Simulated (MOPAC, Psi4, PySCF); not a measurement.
Two rigid molecules brought together: BCl3 ··· H3O+ (SMILES ClB(Cl)Cl and [OH3+]) (charge +1). Monomers: optimised at B3LYP-D3(BJ) (def2-TZVP), held rigid. Orientation: lowest of the rigid-body minima from ten starts at GFN2-xTB. Only R, the distance of the centres of mass, is varied, so the lowest point isn't the relaxed dimer.

Geometry at R = 3.34 Å (first 4 atoms: monomer A):
```
8

Cl    -0.8934    -1.4991    -0.0004
B      0.0001     0.0000     0.0001
Cl    -0.8519     1.5231    -0.0001
Cl     1.7452    -0.0240     0.0004
O      1.6360    -2.9255    -0.1348
H      2.0048    -3.5846     0.4915
H      0.6580    -2.8567    -0.0970
H      2.0895    -2.0562    -0.0975
```

- SCS-MP2/aug-cc-pVDZ = DF-SCS-MP2/aug-cc-pVDZ, frozen core, counterpoise-corrected run with Psi4 1.11
- RMP2/3-21G = PySCF with restricted MP2 (frozen core)/3-21G, no counterpoise correction
- BLYP/def2-TZVP, counterpoise-corrected (Psi4)
- PM3, restricted, heats of formation (MOPAC)
- SAPT0/jun-cc-pVDZ, frozen core (Psi4)

Interaction energies in kcal/mol (negative: bound); R is the distance of the centres of mass, d the Cl4···H8 distance.

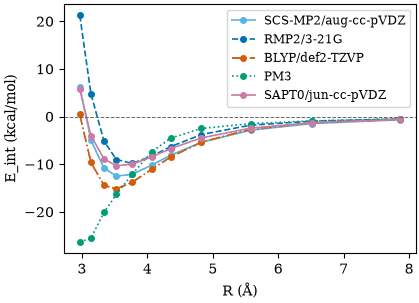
Interaction energy against separation.

```tsv
R / Å	d / Å	SCS-MP2/aug-cc-pVDZ	RMP2/3-21G	BLYP/def2-TZVP	PM3	SAPT0/jun-cc-pVDZ
2.97	1.72	6.27	21.22	0.44	-26.34	5.74
3.14	1.88	-4.96	4.80	-9.64	-25.52	-3.98
3.34	2.06	-10.82	-5.16	-14.42	-20.14	-8.92
3.53	2.24	-12.51	-9.02	-15.18	-16.32	-10.31
3.77	2.47	-12.13	-9.84	-13.82	-12.14	-10.03
4.07	2.76	-10.20	-8.31	-11.05	-7.39	-8.46
4.36	3.04	-8.11	-6.32	-8.50	-4.52	-6.73
4.83	3.50	-5.39	-3.78	-5.38	-2.50	-4.48
5.58	4.24	-2.87	-1.81	-2.68	-1.49	-2.43
6.52	5.17	-1.46	-0.97	-1.31	-0.91	-1.28
7.86	6.50	-0.68	-0.50	-0.61	-0.49	-0.62
```

Lowest grid point: SCS-MP2/aug-cc-pVDZ -12.51 kcal/mol at R = 3.53 Å; RMP2/3-21G -9.84 kcal/mol at R = 3.77 Å; BLYP/def2-TZVP -15.18 kcal/mol at R = 3.53 Å; PM3 -26.34 kcal/mol at R = 2.97 Å; SAPT0/jun-cc-pVDZ -10.31 kcal/mol at R = 3.53 Å.
